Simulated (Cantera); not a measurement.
Input: 1 mol SiH4, 0.77 mol CO2, a varied amount of N2, at 1198.15 K and 530 Pa.

Method: chemical equilibrium by Gibbs-energy minimisation in Cantera with the NASA 1993 tables (ideal gas, pure condensed phases). Candidate condensed phases: C, C6H6, C7H8, C8H18, H2O, Si, SiC, SiO2, Si2N2O, Si3N4; 151 gas species. N2 is the only nitrogen source here; it is nearly inert below about 1500 K, so the nitride shown seldom forms there in practice. Mutual solubility and eutectic melting of coexisting phases are not modelled. The tables hold silica as quartz up to 1696 K and as liquid above; real silica turns to tridymite and cristobalite and melts near 1996 K. Equilibrium is a limit: real reactors are often held back by kinetics, nucleation or transport.

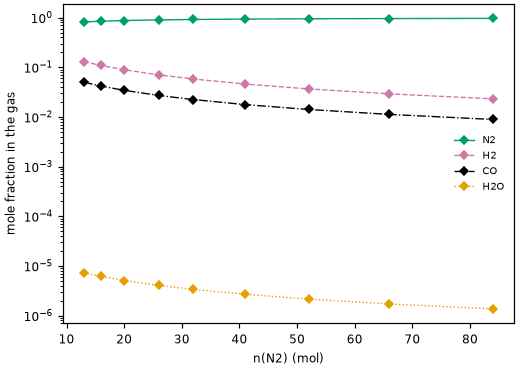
Figure. Equilibrium gas composition (values under 1e-9 drawn at 1e-9)

### Question
Read off the mole fractions at 20 mol N2.

### Answer
N2 about 0.88, H2 about 0.089, CO about 0.034, H2O about 5.1e-6.
